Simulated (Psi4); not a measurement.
# A workflow on C3H4AlF (SMILES C#[C][Al]([CH3])[F])

Aim: a geometry optimisation (singlet C3H4AlF, MP2/def2-SVPD), then the energy (doublet C3H4AlF+, UMP2/def2-SVPD), then a structure relaxation (doublet C3H4AlF+, UMP2/def2-SVPD) of C3H4AlF. 

The results are computed with Psi4 1.11.

## 1. The system as given

The species is C3H4AlF (9 atoms), meant as a singlet with charge 0. SMILES: `C#[C][Al]([CH3])[F]`. The shape is that of a PBE0-D4/def2-TZVP optimisation. The run starts from this shape.

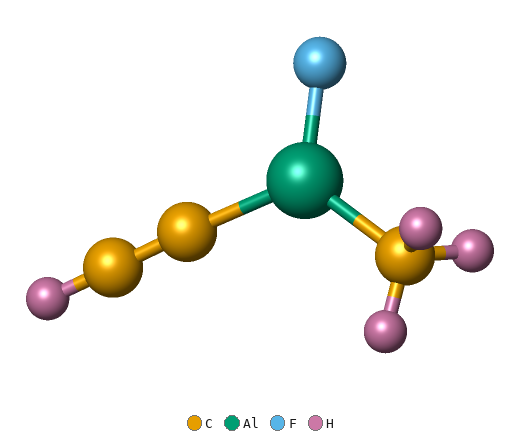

Viewed from a chosen angle; carbon amber, aluminium teal, fluorine blue, hydrogen pink.

## 2. A structure relaxation at MP2/def2-SVPD (density fitting, density fitting for correlation) (run 1)

The input, c3h4alf.inp:

```
memory 1.6 GB

molecule m {
  C      0.214800     2.769900     0.344200
  C      0.305500     1.631300    -0.055000
  Al     0.406600    -0.178300    -0.626600
  C     -0.438400    -1.662200     0.274100
  F      1.286200    -0.460300    -1.993400
  H      0.139200     3.776200     0.690400
  H     -1.159600    -2.156900    -0.383600
  H      0.298900    -2.419800     0.555700
  H     -0.964600    -1.346100     1.177300
  units angstrom
  symmetry c1
}

set {
  num_frozen_docc 9
}

energy_value = opt('mp2/def2-SVPD')
print_variables()
```

Run with:

```console
$ psi4 -i c3h4alf.inp -o c3h4alf.out -n 1
```

c3h4alf.out:

```text
[...]
  Running in c1 symmetry.
[...]
  Nuclear repulsion =  179.125009427369434
[...]
  Multiplicity = 1
[...]
  Nalpha       = 22
  Nbeta        = 22
[...]
    Number of basis functions: 139
[...]
   @DF-RHF iter   1:  -456.94961201594691   -1.46119e+00   3.96515e-03 DIIS/ADIIS
[...]
   @DF-RHF iter  12:  -457.09592909040231   -1.02318e-12   9.90971e-11 DIIS
[...]
  @DF-RHF Final Energy:  -457.09592909040231
   => Energetics <=
    Nuclear Repulsion Energy =            176.5207371201510398
    One-Electron Energy =                -983.0149643586067896
    Two-Electron Energy =                 349.3982981480534704
    Total Energy =                       -457.0959290904023078
[...]
  -Total Gradient:
     Atom            X                  Y                   Z
    ------   -----------------  -----------------  -----------------
       1       -0.000006027145    -0.000135361563    -0.000003771275
       2        0.000117447109     0.000100334383     0.000128984431
       3       -0.000470917710     0.000012294604    -0.000214713482
       4        0.000146406335     0.000013867112     0.000122951087
       5        0.000212674592    -0.000006392106    -0.000043104365
       6       -0.000009950187    -0.000004094917    -0.000012225201
       7        0.000038389176     0.000042152878    -0.000020251523
       8       -0.000058120741    -0.000056694246     0.000044734013
       9        0.000030098572     0.000033893856    -0.000002603685
[...]
```

On the terminal:

```text
Interior angle of 179.1 for bend B([5, 0, 2]) can't work in good torsion
Interior angle of 179.1 for bend B([5, 0, 2]) can't work in good torsion
Optimizer: Optimization complete!
```

Wall time 76 s (1 thread of AMD EPYC 7R43 (Zen 3), shared host); peak memory 0.35 GiB.

Step by step:

```tsv
step	energy from the first frame kept (eV)	largest force (eV/Å)
0	0.0000	2.7048
1	-0.0751	0.3374
2	-0.0768	0.1029
3	-0.0770	0.0162
4	-0.0770	0.0266
```

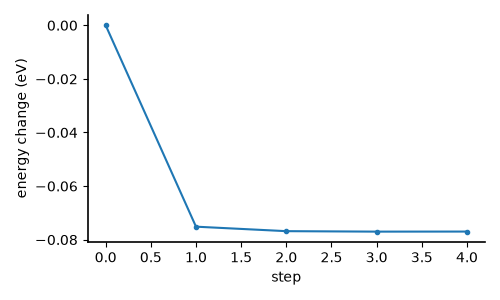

Energy along the run.

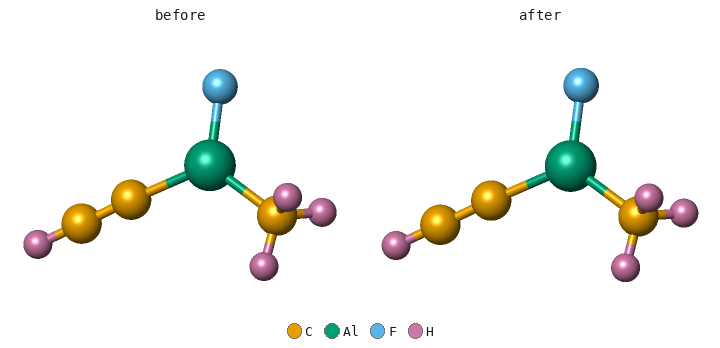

Before and after, at one scale.

After the run. Bond lengths: C1–C2 1.240 Å, C2–Al3 1.913 Å, Al3–C4 1.946 Å, Al3–F5 1.691 Å, C1–H6 1.075 Å, C4–H7 1.102 Å, C4–H8 1.102 Å, C4–H9 1.100 Å. Some angles: C1–C2–Al3 178.0°, C2–Al3–C4 124.9°, C2–Al3–F5 116.3°, C4–Al3–F5 118.8°, C2–C1–H6 179.6°, Al3–C4–H7 111.0°, Al3–C4–H8 111.1°, Al3–C4–H9 112.2°, H7–C4–H8 106.4°, H7–C4–H9 107.9°.

## 3. The doublet cation: a single-point energy at UMP2/def2-SVPD (density fitting, density fitting for correlation) (run 2)

The input, c3h4alf.py:

```python
import psi4

psi4.set_memory('1600 MB')
psi4.set_num_threads(1)
psi4.set_output_file('psi4.out', False)

molecule = psi4.geometry("""
1 2
C      0.40377778     5.31078992     0.67676195
C      0.57057824     3.10280368    -0.09099598
Al     0.75502685    -0.33970851    -1.17740709
C     -0.84314477    -3.17601923     0.53394590
F      2.46680880    -0.90241981    -3.81586727
H      0.26715058     7.22987294     1.33164087
H     -2.21230048    -4.12467687    -0.71556558
H      0.56171353    -4.61684659     1.06780486
H     -1.84854899    -2.59016067     2.25551663
units bohr
symmetry c1
""")

psi4.set_options({
    'basis': 'def2-SVPD',
    'reference': 'uhf',
    'num_frozen_docc': 9,
})

E = psi4.energy('mp2', molecule=molecule)
print(f'total energy {E:.8f} hartree = {E * 27.211386:.5f} eV')
```

Run with:

```console
$ python c3h4alf.py
```

psi4.out:

```text
[...]
  Running in c1 symmetry.
[...]
  Nuclear repulsion =  176.520756392637139
[...]
  Multiplicity = 2
[...]
  Nalpha       = 22
  Nbeta        = 21
[...]
    Number of basis functions: 139
[...]
   @DF-UHF iter   1:  -456.60130122123462   -1.21792e+00   3.29101e-03 DIIS/ADIIS
[...]
   @DF-UHF iter  34:  -456.74972333087743   -2.97291e-11   9.55640e-09 DIIS
[...]
   @S^2 Observed:                7.609258719E-01
[...]
  @DF-UHF Final Energy:  -456.74972333087743
   => Energetics <=
    Nuclear Repulsion Energy =            176.5207563926371392
    One-Electron Energy =                -973.4637263177526165
    Two-Electron Energy =                 340.1932465942380190
    Total Energy =                       -456.7497233308774298
  UHF NO Occupations:
  HONO-2 :   20  A 1.9986959
  HONO-1 :   21  A 1.9967866
[...]
 Multipole Moments:
 ------------------------------------------------------------------------------------
     Multipole            Electronic (a.u.)      Nuclear  (a.u.)        Total (a.u.)
 ------------------------------------------------------------------------------------
 L = 1.  Multiply by 2.5417464519 to convert [e a0] to [Debye]
 Dipole X            :          3.1319295           -3.9632040           -0.8312744
 Dipole Y            :          4.9115870           -1.7923031            3.1192839
 Dipole Z            :         -3.5029212            5.4411631            1.9382419
 Magnitude           :                                                    3.7653328
[...]
```

The script printed:

```text
total energy -457.36154377 hartree = -12445.44151 eV
```

Run time: 14 s. Hardware: 1 thread of AMD EPYC 7R43 (Zen 3), shared host; peak memory 0.26 GiB.

## 4. The doublet cation: a geometry optimisation at UMP2/def2-SVPD (density fitting, density fitting for correlation) (run 3)

The input, calc.inp:

```
memory 1600 MB

molecule system {
  1 2
  C      0.213670     2.810349     0.358127
  C      0.301937     1.641933    -0.048153
  Al     0.399543    -0.179766    -0.623057
  C     -0.446173    -1.680677     0.282552
  F      1.305379    -0.477540    -2.019270
  H      0.141370     3.825884     0.704674
  H     -1.170699    -2.182685    -0.378661
  H      0.297246    -2.443130     0.565058
  H     -0.978210    -1.370654     1.193568
  symmetry c1
}

set basis def2-SVPD
set reference uhf
set geom_maxiter 50
set num_frozen_docc 9

optimize('mp2')
```

Run with:

```console
$ psi4 calc.inp calc.out -n 1
```

calc.out:

```text
Psi4 1.11 release

gradient() will perform analytic gradient computation.
    For method 'MP2', SCF Algorithm Type (re)set to DISK_DF.

   => Loading Basis Set <=

    Name: DEF2-SVPD
    Role: ORBITAL
    Keyword: BASIS

         ---------------------------------------------------------
                                   SCF
                              UHF Reference
                        1 Threads,   1525 MiB Core
         ---------------------------------------------------------

  ==> Geometry <==

[... 99 lines left out ...]
   @DF-UHF iter   3:  -456.71804293427306   -3.04847e-02   4.07862e-04 DIIS/ADIIS
[... 22 lines left out ...]
   @S^2 Expected:                7.500000000E-01
[... 222 lines left out ...]
	For this residual convergence, default PCG convergence is:     1.00e-07
[... 216 lines left out ...]
   @DF-UHF iter   8:  -456.76283197609121   -2.91732e-07   1.27261e-06 DIIS
[... 18 lines left out ...]
   @DF-UHF iter  27:  -456.76283684370151   -1.80762e-11   2.25305e-09 DIIS
[... 1 line left out ...]
[set-up sections that repeat, and orbital energies of the middle runs, are left out above]
```

Standard output:

```text
Interior angle of 179.2 for bend B([5, 0, 2]) can't work in good torsion
Interior angle of 179.2 for bend B([5, 0, 2]) can't work in good torsion
```

Run time: 18 min. Hardware: 1 thread of AMD EPYC 7R43 (Zen 3), shared host.

Time ran out before the run finished.

## 5. Summary of results

| quantity | value |
| --- | --- |
| run 1, MP2/def2-SVPD: total energy at the end | -457.76835 Eh |
| run 1, MP2/def2-SVPD: correlation energy (9 core orbitals frozen) | -672.4 mEh |
| doublet cation, run 2: total energy | -457.36154 Eh |
| doublet cation, run 2: HOMO energy (Hartree–Fock orbitals) (highest over α and β) | -16.53 eV |
| doublet cation, run 2: LUMO energy (Hartree–Fock orbitals) (lowest over α and β) | -8.09 eV |
| doublet cation, run 2: correlation energy (9 core orbitals frozen) | -611.8 mEh |
| doublet cation, run 2: ⟨S²⟩ of the reference determinant | 0.761 |
| doublet cation, run 3 | no result (timeout) |

In words: The optimisation (run 1, MP2/def2-SVPD) took 5 steps and changed the energy by -0.077 eV. 1 of the 3 runs did not end normally.
